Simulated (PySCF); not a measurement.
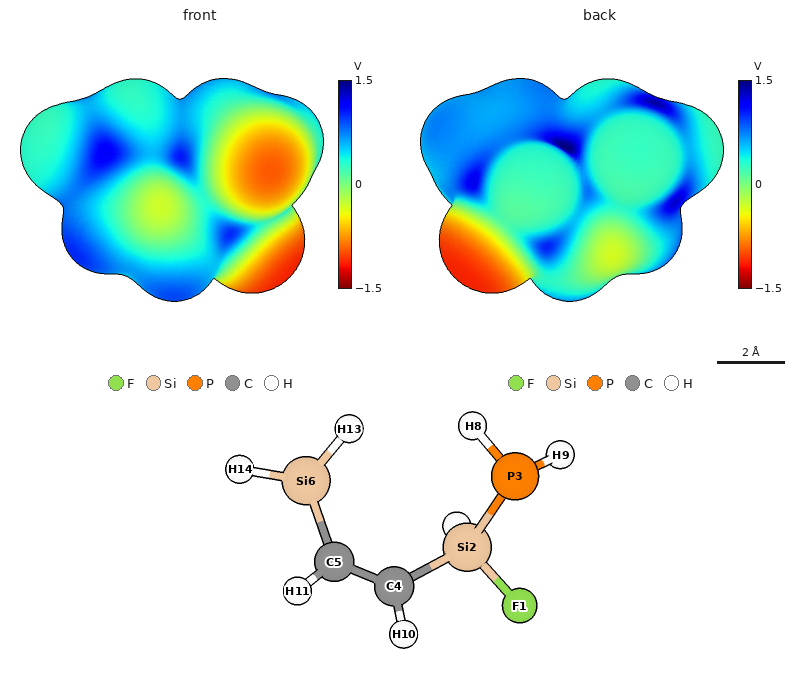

*C$_{2}$H$_{8}$FPSi$_{2}$. The molecular electrostatic potential painted on the density surface at 0.002 e/bohr³, seen from the front and from behind; the colour scale runs from red (negative) to blue (positive). The bare structure is drawn below in the same view.*

Geometry: GFN2-xTB.

Method: PBE0/pcSseg-1, SCF density, gas phase, non-relativistic (PySCF).

```yaml
atoms:
  - { symbol: F, position_ang: [-2.2192, -1.1078, -1.7997] }
  - { symbol: Si, position_ang: [-1.1761, -0.7604, -0.6090] }
  - { symbol: P, position_ang: [-2.4479, 0.0337, 1.0593] }
  - { symbol: C, position_ang: [-0.0593, 0.5758, -1.3122] }
  - { symbol: C, position_ang: [1.1100, 0.9845, -0.8240] }
  - { symbol: Si, position_ang: [1.9771, 0.3204, 0.7104] }
  - { symbol: H, position_ang: [-0.5102, -2.0422, -0.3920] }
  - { symbol: H, position_ang: [-1.4637, -0.0937, 2.0237] }
  - { symbol: H, position_ang: [-3.0057, -1.1961, 1.3747] }
  - { symbol: H, position_ang: [-0.4428, 1.0473, -2.2130] }
  - { symbol: H, position_ang: [1.6292, 1.7760, -1.3559] }
  - { symbol: H, position_ang: [2.4162, -1.0574, 0.4742] }
  - { symbol: H, position_ang: [1.0595, 0.3437, 1.8544] }
  - { symbol: H, position_ang: [3.1322, 1.1758, 0.9868] }
```

Q: Which sites attract a positive test charge, and which a negative one?

A: A positive charge is drawn to the negative regions and a negative charge to the positive ones. The most negative region (about −1.1 V) lies over F1, the most positive (about +1.4 V) over Si2 and Si6.
